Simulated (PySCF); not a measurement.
C6H12O3, SMILES `CC(COC)OC(C)=O`.

Computed with PySCF, M06-2X/6-31G*, geometry: GFN2-xTB. No frequency check shows the geometry to be a minimum.

Input script:

```python
import numpy as np
from pyscf import gto, scf, dft
from pyscf.scf import atom_ks, atom_hf
from scipy.linalg import block_diag

def solve(mol, dm0=None, hcore=None):
    mf = (dft.UKS if mol.spin else dft.RKS)(mol, xc='m062x')
    mf.grids.level = 3
    mf = mf.density_fit(auxbasis='def2-universal-jkfit')
    mf.conv_tol, mf.max_cycle = 1e-8, 80
    if hcore is not None:
        mf.get_hcore = lambda *args: hcore
    mf.kernel(dm0)
    if not mf.converged:
        mf = mf.newton().run(mf.mo_coeff, mf.mo_occ, max_cycle=30)
    assert mf.converged, 'SCF not converged'
    return mf

mol = gto.M(atom='''
C     -0.59128     2.14644     0.16675
C     -0.13612     0.70470     0.31738
C     -1.10198    -0.26926    -0.36665
O     -2.36752    -0.13839     0.23123
C     -3.30631    -1.05222    -0.27504
O      1.16005     0.58940    -0.28106
C      1.94989    -0.41110     0.12355
C      3.27509    -0.36271    -0.59153
O      1.63671    -1.22751     0.94796
H     -0.58392     2.42718    -0.88325
H      0.07185     2.81092     0.71351
H     -1.60002     2.23537     0.55680
H     -0.06297     0.42745     1.37609
H     -0.72410    -1.29643    -0.24999
H     -1.15582    -0.03905    -1.44340
H     -3.45837    -0.91143    -1.35264
H     -4.23902    -0.86095     0.25118
H     -2.99038    -2.08721    -0.09673
H      3.11045    -0.43379    -1.66353
H      3.76132     0.58728    -0.38559
H      3.90132    -1.18242    -0.25433
''', basis='6-31g*', charge=0, spin=0, verbose=4)
mf = solve(mol)
out = dict(e0=mf.e_tot, dm0=mf.make_rdm1(), c=mf.mo_coeff, occ=mf.mo_occ, eps=mf.mo_energy)
for name, dq, spin in [('cation', 1, 1), ('anion', -1, 1)]:
    ion = mol.copy().set(charge=mol.charge + dq, spin=spin).build()
    mi = solve(ion)
    if spin and dq > 0 and mol.nao < 130:
        c, _, stable, _ = mi.stability(return_status=True)
        if not stable:
            mi = solve(ion, mi.make_rdm1(c, mi.mo_occ))
    print(name, 'vertical energy change / eV', (mi.e_tot - mf.e_tot) * 27.211386)
    out.update({'e_' + name: mi.e_tot, 'dm_' + name: mi.make_rdm1(), 's2_' + name: mi.spin_square()[0], 'eps_' + name: mi.mo_energy, 'occ_' + name: mi.mo_occ})
# spherically averaged free atoms, for the promolecule
atm = atom_ks.get_atm_nrks(mol, xc='m062x')
pro = block_diag(*[(atm[a[0]][2] * atm[a[0]][3]) @ atm[a[0]][2].T for a in mol._atom])
np.savez('result.npz', pro=pro, **out)
```

Run with:

```sh
OMP_NUM_THREADS=1 python input.py
```

The run took 13 min on 1 thread of AMD EPYC 7R43 64-Core Processor (Zen 3), on a shared host, peak memory 0.93 GiB.

Partitions, critical points and surface values were worked out afterwards from this run's density.

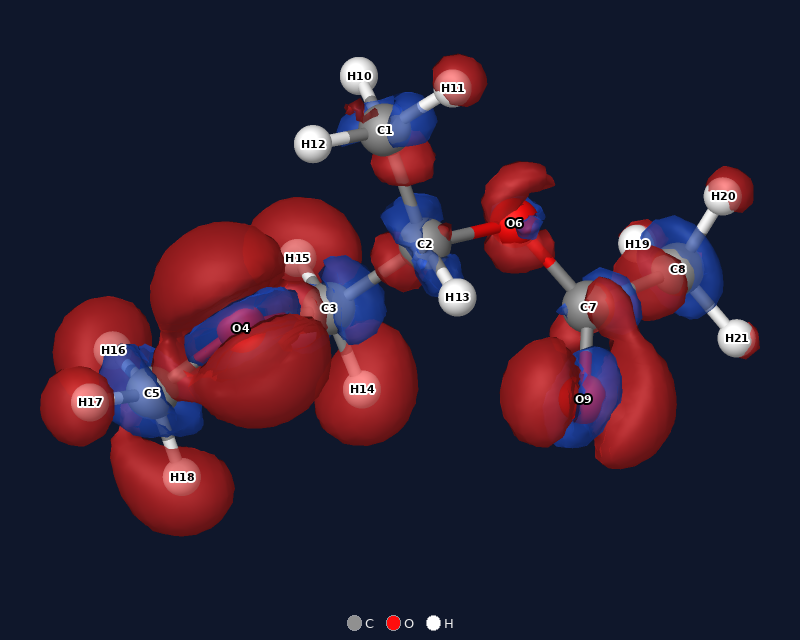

Fukui function f⁻ = ρ(N) − ρ(N−1) at fixed geometry, surfaces at ±0.02 e/Å³ (red positive, blue negative).

Question: On which atoms does the density change most on removal of an electron?

Answer: f⁻ (Hirshfeld-condensed) is largest on O4 (0.24); the vertical ionisation energy is 9.84 eV (the stability of the cation's solution wasn't checked). Condensed values hint at sites of electrophilic attack but needn't mark the atom that reacts. Orbital relaxation makes it negative in places (0.29 e in all).

```json
{"atom": "C1", "f⁻": "+0.02", "charge": "−0.10"}
{"atom": "C2", "f⁻": "+0.01", "charge": "+0.07"}
{"atom": "C3", "f⁻": "+0.04", "charge": "+0.01"}
{"atom": "O4", "f⁻": "+0.24", "charge": "−0.16"}
{"atom": "C5", "f⁻": "+0.05", "charge": "−0.02"}
{"atom": "O6", "f⁻": "+0.04", "charge": "−0.12"}
{"atom": "C7", "f⁻": "+0.04", "charge": "+0.22"}
{"atom": "C8", "f⁻": "+0.03", "charge": "−0.10"}
{"atom": "O9", "f⁻": "+0.11", "charge": "−0.28"}
{"atom": "H10", "f⁻": "+0.02", "charge": "+0.04"}
{"atom": "H11", "f⁻": "+0.03", "charge": "+0.04"}
{"atom": "H12", "f⁻": "+0.01", "charge": "+0.04"}
{"atom": "H13", "f⁻": "+0.02", "charge": "+0.04"}
{"atom": "H14", "f⁻": "+0.06", "charge": "+0.03"}
{"atom": "H15", "f⁻": "+0.07", "charge": "+0.02"}
{"atom": "H16", "f⁻": "+0.06", "charge": "+0.03"}
{"atom": "H17", "f⁻": "+0.04", "charge": "+0.05"}
{"atom": "H18", "f⁻": "+0.06", "charge": "+0.04"}
{"atom": "H19", "f⁻": "+0.02", "charge": "+0.05"}
{"atom": "H20", "f⁻": "+0.03", "charge": "+0.05"}
{"atom": "H21", "f⁻": "+0.02", "charge": "+0.05"}
```
